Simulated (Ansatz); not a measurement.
Input file:

```
crystal:
  periodic: [false, false, false]
  atoms:
    - { symbol: B, position_ang: [-1.78994, -0.14038, -0.61057] }
    - { symbol: Si, position_ang: [0.04623, 0.05062, -0.58523] }
    - { symbol: C, position_ang: [1.11572, -0.16896, 0.8294] }
    - { symbol: H, position_ang: [-2.93677, -0.02611, -0.53209] }
    - { symbol: H, position_ang: [0.80648, 0.40357, -1.79766] }
    - { symbol: H, position_ang: [2.04494, 0.37358, 0.91873] }
    - { symbol: H, position_ang: [0.71336, -0.49231, 1.77742] }
magnetization:
  spin_polarized: true
  initial_magnetization: 1
basis:
  gaussian: { orbitals: def2-SVP }
hamiltonian:
  xc: blyp
relax:
  f_tol: 0.02
  max_steps: 40
output:
  orbitals: {}
```

Run with:

```sh
ansatz run input.yaml --threads 1 --pin off --max-ram 2048MiB --backend cpu --events-out ev --progress --plain --runs-dir out
```

The fields are those of the relaxed geometry.

Level of theory: Ansatz 0.2.0, UKS BLYP/def2-SVP.

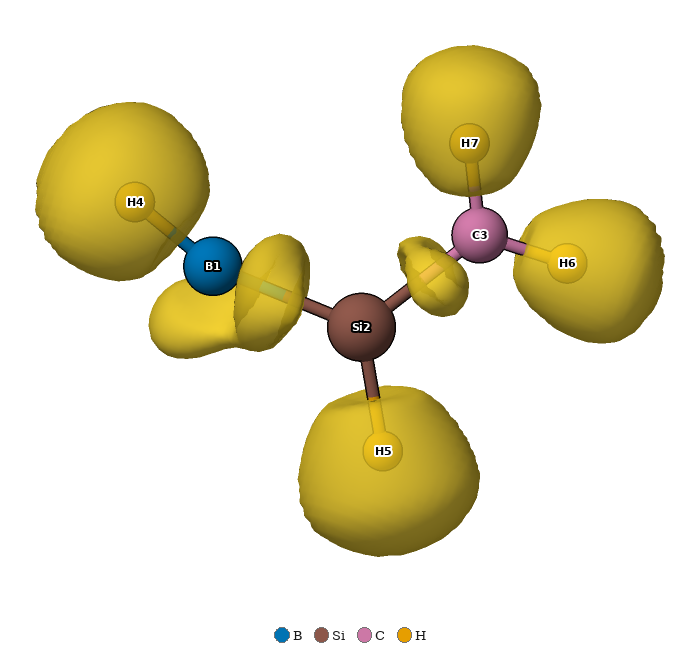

CH4BSi (doublet). Isosurface of the electron localisation function at 0.85 (yellow), seen across its widest extent. Only the valence region is drawn (cores and ρ < 0.01 e/Å³ removed).

Identify the bonds, lone pairs and shells in this picture.

Answer. At this value the surface marks out one region between bonded B–Si atoms (shared pairs), one region between bonded C–Si atoms (shared pairs) and four regions around hydrogen nuclei. Profiles from the grid: C–Si (1.76 Å): the ELF peaks at about 0.95 between the atoms (localised, covalent bonding). Si–B (1.91 Å): the ELF peaks at about 0.95 between the atoms: localised, covalent bonding.
